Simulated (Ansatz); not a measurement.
# BH2SF (SMILES FBS): levels of theory compared

Aim: a comparison of 6 runs (B3LYP/STO-3G, PBE/STO-3G, wB97M-V/STO-3G, CCSDTQ/STO-3G, UCCSD(T)/STO-3G, FCI/STO-3G) of BH2SF. 

Program for the calculation: Ansatz 0.2.0.

65 further runs of the same task are left out: 65 set aside as unsound or not needed.

## Step 1: The system as given

BH2SF: 5 atoms, total charge 0, spin state singlet. As SMILES, `FBS`. The H5–S3 distance was set to 3.354 Å, away from the relaxed value. At this shape a bond of the SMILES string is far longer than usual.

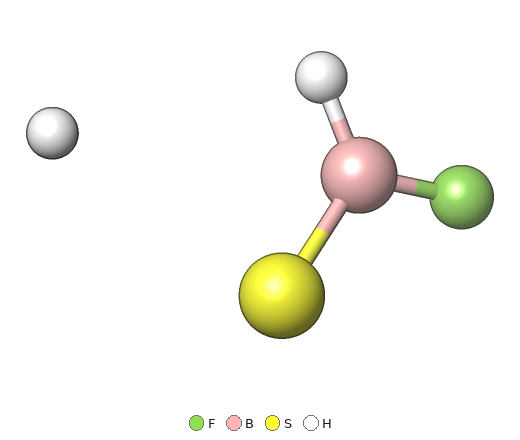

The structure, seen from a chosen angle (fluorine green, boron pink, sulfur yellow, hydrogen white).

## Step 2: The energy at B3LYP/STO-3G (run 1)

Contents of run.yaml:

```yaml
crystal:
  periodic: [false, false, false]
  atoms:
    - {symbol: F, position_ang: [-1.642607, -1.363556, -2.957726]}
    - {symbol: B, position_ang: [-0.936307, -0.796756, -1.994626]}
    - {symbol: S, position_ang: [0.448893, 0.240944, -2.467926]}
    - {symbol: H, position_ang: [-1.235507, -0.988556, -0.854826]}
    - {symbol: H, position_ang: [1.321400, 1.003700, 0.679600]}
basis:
  gaussian:
    orbitals: STO-3G
hamiltonian:
  xc: {name: B3LYP}
accuracy: high
```

Run with:

```console
$ ansatz run run.yaml --threads 1 --pin off --max-ram 2610MiB --events-out events.jsonl --progress --plain --runs-dir runs
```

The log of the run:

```text
Warning: RAYON_NUM_THREADS=1 ignored (pool sized by the plan → 1); use --threads N
Functional definition: B3LYP
  name "B3LYP"
  parameter a0 = 0.2
  parameter ax = 0.72
  parameter ac = 0.81
  exchange = (1 - a0 - ax)*slater_x + ax*b88_x + a0*exact_x
  correlation = (1 - ac)*vwn_rpa_c + ac*lyp_c
366 factors; integrals over basis functions are off by at most 2.9e-8 eV
mean field evaluation 1: about -14081.3160 eV, gradient 2.5e1 eV
mean field evaluation 2: about -14074.7389 eV, gradient 3.1e1 eV
mean field evaluation 4: about -14077.7950 eV, gradient 2.1e1 eV
mean field evaluation 8: about -14088.3837 eV, gradient 5.7e-4 eV
mean field -14088.38367920 eV, -517.7385507613 hartree, gradient 2.4e-8 eV, S^2 0.000000; 0 other end points of the search recorded, 0 dependent functions left out
reference -14088.38370647 eV, -517.7385517632 hartree; 16, 16 occupied and 5, 5 virtual orbitals, 366 factors
Total energy: -14088.38370647 eV, -517.7385517632 hartree
```

Run time: 1.3 s. Hardware: 1 thread of Arm Neoverse V1, shared host; peak memory 0.096 GiB.

## Step 3: A single-point energy at PBE/STO-3G (run 2)

Contents of molecule.yaml:

```yaml
crystal:
  periodic: [false, false, false]
  atoms:
    - symbol: F
      position_ang: [-1.642607, -1.363556, -2.957726]
    - symbol: B
      position_ang: [-0.936307, -0.796756, -1.994626]
    - symbol: S
      position_ang: [0.448893, 0.240944, -2.467926]
    - symbol: H
      position_ang: [-1.235507, -0.988556, -0.854826]
    - symbol: H
      position_ang: [1.321400, 1.003700, 0.679600]
basis:
  gaussian:
    orbitals: STO-3G
hamiltonian:
  xc: {name: PBE}
accuracy: high
```

Run with:

```console
$ ansatz run molecule.yaml --threads 1 --pin off --max-ram 2610MiB --events-out events.jsonl --progress --plain --runs-dir runs
```

The log of the run:

```text
Warning: RAYON_NUM_THREADS=1 ignored (pool sized by the plan → 1); use --threads N
Functional definition: PBE
  name "PBE"
  parameter kappa = 0.804
  parameter beta = 0.06672455060314922
  exchange = pbe_x(kappa = kappa, mu = beta*pi^2/3)
  correlation = pbe_c(beta = beta)
366 factors; integrals over basis functions are off by at most 2.9e-8 eV
mean field evaluation 1: about -14070.7110 eV, gradient 2.4e1 eV
mean field evaluation 2: about -14065.6635 eV, gradient 2.9e1 eV
mean field evaluation 4: about -14067.8089 eV, gradient 1.9e1 eV
mean field evaluation 8: about -14080.2913 eV, gradient 9.9e-3 eV
mean field evaluation 16: about -14079.3014 eV, gradient 1.5e0 eV
mean field -14080.29127624 eV, -517.4411604377 hartree, gradient 3.7e-8 eV, S^2 0.000000; 2 other end points of the search recorded, 0 dependent functions left out
reference -14080.29127801 eV, -517.4411605028 hartree; 16, 16 occupied and 5, 5 virtual orbitals, 366 factors
Total energy: -14080.29127801 eV, -517.4411605028 hartree
```

Wall time 2.1 s (1 thread of Arm Neoverse V1, shared host); peak memory 0.096 GiB.

Run 3 isn't shown in full; the table further down has it.

## Step 4: The energy at CCSDTQ/STO-3G (run 4)

Contents of input.yaml:

```yaml
crystal:
  periodic: [false, false, false]
  atoms:
    - {symbol: F, position_ang: [-1.642607, -1.363556, -2.957726]}
    - {symbol: B, position_ang: [-0.936307, -0.796756, -1.994626]}
    - {symbol: S, position_ang: [0.448893, 0.240944, -2.467926]}
    - {symbol: H, position_ang: [-1.235507, -0.988556, -0.854826]}
    - {symbol: H, position_ang: [1.321400, 1.003700, 0.679600]}
basis:
  gaussian: {orbitals: STO-3G}
scf: {omitted_lower_state_checks: [cluster_reference, increment]}
correlation: {method: ccsdtq, frozen_orbitals: {B: 1, F: 1, H: 0, S: 5}}
accuracy: high
```

Run with:

```console
$ ansatz run input.yaml --threads 1 --pin off --max-ram 2610MiB --events-out events.jsonl --progress --plain --runs-dir runs
```

The log of the run:

```text
Warning: RAYON_NUM_THREADS=1 ignored (pool sized by the plan → 1); use --threads N
[... 12 lines left out ...]
7 core orbitals not correlated: weight in the atoms' cores, before any rotation towards them, 1.000 or more for the frozen orbitals, at most 0.000 for the correlated occupied ones
[... 53 lines left out ...]
WARN: these amplitudes may be one of several solutions (largest doubles amplitude 0.91, level shift 15.01 eV)
Total energy: -14062.56982025 eV, -516.7899089419 hartree
Checks for a lower state left out: cluster_reference, increment
```

Wall time 17 s (1 thread of Arm Neoverse V1, shared host); peak memory 0.15 GiB.

Run 5 isn't shown in full; the table further down has it.

## Step 5: The energy at FCI/STO-3G (run 6)

run.yaml, as its differences from that of step 2:

```diff
@@ -9,6 +9,6 @@
 basis:
-  gaussian:
-    orbitals: STO-3G
-hamiltonian:
-  xc: {name: B3LYP}
+  gaussian: {orbitals: STO-3G}
+total_charge: 0
+magnetization: {spin_polarized: false}
+correlation: {method: fci, frozen_orbitals: {B: 1, F: 1, H: 0, S: 5}}
 accuracy: high
```

Run with:

```console
$ ansatz run run.yaml --threads 1 --pin off --max-ram 2610MiB --events-out events.jsonl --progress --plain --runs-dir runs
```

The log of the run, cut to the lines that bear on the results:

```text
Warning: RAYON_NUM_THREADS=1 ignored (pool sized by the plan → 1); use --threads N
Functional definition: HF
  name "HF"
[...]
366 factors; integrals over basis functions are off by at most 2.9e-8 eV
[...]
mean field -14053.77741563 eV, -516.4667940318 hartree, gradient 2.7e-8 eV, S^2 0.000000; 1 other end points of the search recorded, 0 dependent functions left out; unrestricted orbitals would lower it
[...]
unrestricted determinant -14059.95306272 eV, -516.6937448767 hartree, S^2 1.0031
7 core orbitals not correlated: weight in the atoms' cores, before any rotation towards them, 1.000 or more for the frozen orbitals, at most 0.000 for the correlated occupied ones
reference -14053.77741563 eV, -516.4667940318 hartree; 9, 9 occupied and 5, 5 virtual orbitals, 366 factors
state -14062.56805231 eV, -516.7898439713 hartree
Total energy: -14062.56805231 eV, -516.7898439713 hartree
```

Wall time 29 s (1 thread of Arm Neoverse V1, shared host); peak memory 0.36 GiB.

## Step 6: All runs side by side

| run | level | frozen core orbitals | energy (Eh) | wall time |
| --- | --- | --- | --- | --- |
| 1 | B3LYP/STO-3G | – | -517.738552 | 1.3 s |
| 2 | PBE/STO-3G | – | -517.441161 | 2.1 s |
| 3 | wB97M-V/STO-3G | – | -517.737654 | 21 s |
| 4 | CCSDTQ/STO-3G | 7 | -516.789909 | 17 s |
| 5 | UCCSD(T)/STO-3G | 7 | -516.788764 | 0.72 s |
| 6 | FCI/STO-3G | 7 | -516.789844 | 29 s |

## Step 7: What came out

| quantity | value |
| --- | --- |
| run 6: total energy | -516.78984 Eh |
| run 6: correlation energy (7 core orbitals frozen) | -323.0 mEh |

In words: Against full CI in this basis: CCSDTQ -0.1 mEh; UCCSD(T) +1.1 mEh. Totals of different functionals can't be ranked against each other. In run 4 the log says that unrestricted orbitals would lower the reference, so the values rest on an unstable closed-shell determinant (other closed-shell runs at this shape may share the fault). In runs 1, 2, 3, 4, 5, 6 the basis is minimal, so the values are rough. Spin contamination of the reference: run 5 ⟨S²⟩ = 1.00. Where it is this large, the reference is a mixture of spin states, and values that rest on it are in doubt. All runs together took 71 s, the longest 29 s.
